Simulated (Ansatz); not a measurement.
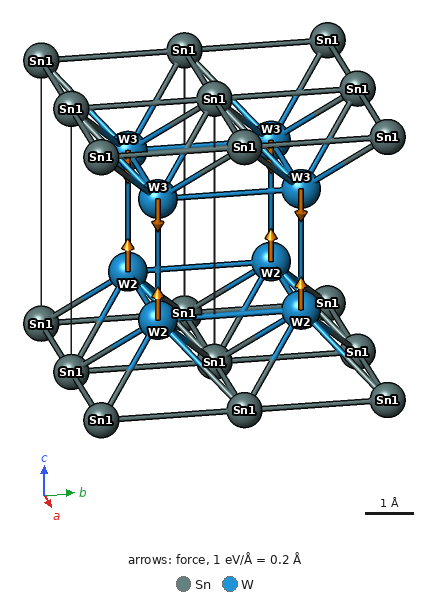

Starting geometry of a crystal of SnW$_{2}$ (a generated structure, set up in P4/mmm) (coarse preliminary run) with the computed forces as orange arrows. A ball-and-stick model of the cell of the calculation, repeated 2 × 2 × 1 with one cell outlined, seen from a free direction.

Method: Ansatz, DFT PBE, scalar-relativistic, plane waves, PAW.

The input:
```yaml
crystal:
  lattice:
    - [3.07478085, 0.0, 0.0]
    - [0.0, 3.07478085, 0.0]
    - [0.0, 0.0, 5.87461827]
  atoms:
    - { symbol: Sn, position: [0.0, 0.0, 0.0] }
    - { symbol: W, position: [0.5, 0.5, 0.27000001] }
    - { symbol: W, position: [0.5, 0.5, 0.72999999] }
basis:
  ecutwfc: 420
kpoints:
  mp_grid: { grid: [6, 6, 4] }
hamiltonian:
  xc: pbe
scf:
  occupations: { method: gaussian, width: 0.1 }
  lower_state_search: "off"
output:
  forces: true
  stress: true
  eigenvalues: true
relax:
  adjacent_minimum: "off"
  f_tol: 0.04
  max_steps: 70
  cell: { stress_tol: 0.4 }
```

Launched with:
```bash
ansatz run input.yaml --threads 1 --pin off --max-ram 2560MiB --backend cpu --events-out ev --progress --plain --runs-dir out
```

Question: Is this structure relaxed? If not, where do the atoms go?

Answer: It isn't relaxed: the largest force vector, on W atoms, is 3.81 eV/Å. The atoms end up moving mostly along the starting forces (cosine between the two patterns 1.00). Over 10 accepted moves (14 points after the start) the energy falls by 1.503 eV per cell of the calculation. Largest force component: 3.8 eV/Å at the start, 0.0015 eV/Å at the end. The pressure goes from 14.72 to −0.01 GPa. The line search rejected the trial steps at points 7, 9 of the run. The SCF was repeated twice at an unchanged geometry on a basis and grid sized afresh for the cell, which shifted the energy by 33.0 meV per cell of the calculation at most. The largest moves relative to the cell, 0.43 Å, are those of W2 and W3. W2 goes along +c. Sn stays in place. Cell: a = b 3.075 → 2.797 Å (−9.0 %), c 5.875 → 7.326 Å (+24.7 %). Volume +3.2 %. Among the contacts that change: W2–W3 3.172 → 4.824 Å, Sn1–W2 2.691 → 3.119 Å, Sn1–Sn1 3.075 → 2.797 Å, W2–W2 3.075 → 2.797 Å. The space group stays P4/mmm (No. 123).
